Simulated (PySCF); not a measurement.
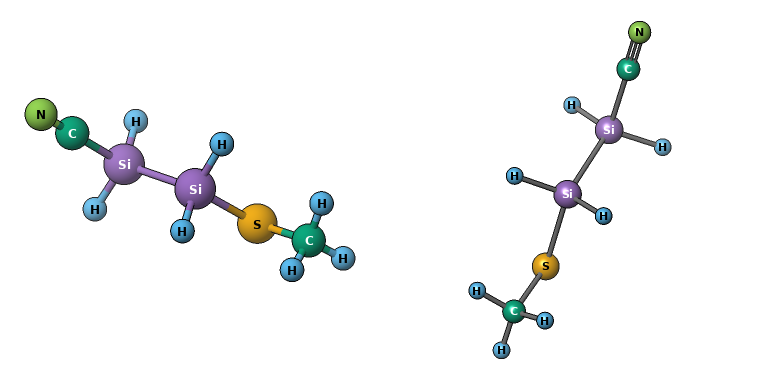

Two views of one molecule.

The geometry was computed by an optimisation with GFN2-xTB. No frequency run is at hand to confirm it as a minimum.

What does the picture show?

It has 13 atoms: 2 carbon, 7 hydrogen, 1 nitrogen, 1 sulfur and 2 silicon (C2H7NSSi2). Its SMILES string is `CS[SiH2][SiH2]C#N`. It has no ring. Among its groups: nitrile, Si–H bond. Coordination: 1 C tetrahedral; 1 S bent; 2 Si tetrahedral; 1 C linear.

More results for the same structure follow; atom numbers are the same in all pictures, views and colours differ.

## Electronic properties

No frequency run is at hand to confirm it as a minimum. Level of theory: PBE0/def2-SVPD, gas phase (PySCF 2.14.0). Excitations: vertical, linear response.

Give the lowest vertical singlet excitation at this level.

Answer. 4.83 eV.

What is the HOMO energy (Kohn–Sham orbital)?

Answer. −7.17 eV.

Estimate the mean static polarisability.

Answer. 105.6 bohr³.

What is the dipole moment?

Answer. 3.72 D.

## NMR shielding

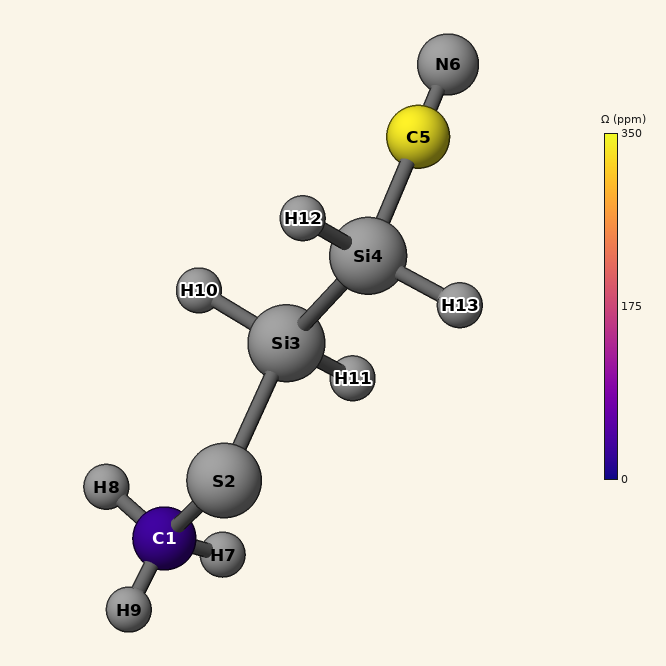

The C atoms are coloured by the span of their shielding tensor. No frequency run is at hand to confirm it as a minimum. Level of theory: GIAO PBE0/pcSseg-1 NMR shielding, non-relativistic, gas phase (PySCF 2.14.0). Principal shieldings σ11 ≤ σ22 ≤ σ33, span Ω = σ33 − σ11, skew κ = 3(σiso − σ22)/Ω.

Which C atom has the most anisotropic shielding?

Answer. C5, with a span of 337 ppm.

Give the shielding tensors of the C atoms.

```csv
atom,σ11,σ22,σ33,σiso,Ω,κ
C1,156.6,159.0,190.3,168.6,33.7,0.86
C5,−46.8,−45.0,290.0,66.1,336.8,0.99
```

Shieldings and span in ppm.

## Quadrupole coupling

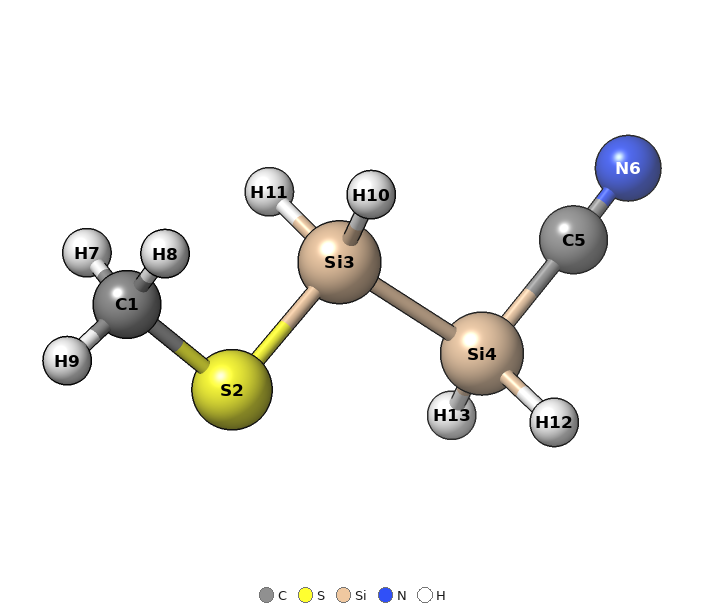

No frequency run is at hand to confirm it as a minimum. Electric field gradients from the ground-state density, PBE0/pcSseg-1 (PySCF 2.14.0), non-relativistic apart from any core potentials.

Give the largest field-gradient component, the quadrupole coupling constant and the asymmetry for 33S at S2 (Q = −67.81 mb), 14N at N6 (Q = 20.44 mb), 2H at H7 (Q = 2.86 mb), 2H at H8 (Q = 2.86 mb), 2H at H9 (Q = 2.86 mb), 2H at H10 (Q = 2.86 mb).

```csv
atom,V_zz (a.u.),e²qQ/h (MHz),η
S2,−2.368,37.7,0.82
N6,−1.147,−5.51,0.02
H7,0.313,0.210,0.04
H8,0.313,0.210,0.04
H9,0.316,0.213,0.05
H10,0.160,0.107,0.03
```

The geometry is semi-empirical. Around Si such bond lengths and angles can be off by a tenth of an ångström or more and by several degrees, and values that hang on the shape move with them.
